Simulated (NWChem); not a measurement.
# How basis sets differ on CH3Br (bromomethane)

The species is CH3Br (5 atoms), meant as a singlet with charge 0. SMILES: `CBr`. The shape is that of a PBE0-D4/def2-TZVP optimisation.

Quantity: the dipole moment, in D. The values are calculated.

**What was measured.** NIST CCCBDB gives the dipole moment of the gas as 1.81 D.

```csv
level,kind,program,value (D),computed − measured
CAM-B3LYP/def2-SVP,range-separated hybrid,NWChem,1.79,-0.02
CAM-B3LYP/def2-SVPD,range-separated hybrid,NWChem,1.90,+0.09
CAM-B3LYP/def2-TZVP,range-separated hybrid,NWChem,1.93,+0.12
CAM-B3LYP/cc-pVTZ,range-separated hybrid,NWChem,1.91,+0.10
```

Nearest: CAM-B3LYP/def2-SVP (-0.02 D); farthest: CAM-B3LYP/def2-TZVP (+0.12 D). The measured dipole is a vibrational average, so differences of a few hundredths of a debye mean little. All-electron rows without a relativistic Hamiltonian named are non-relativistic.

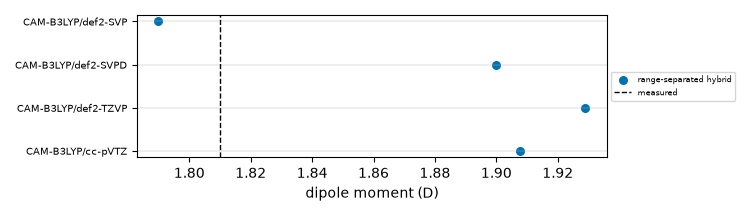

The values of the table, level by level.
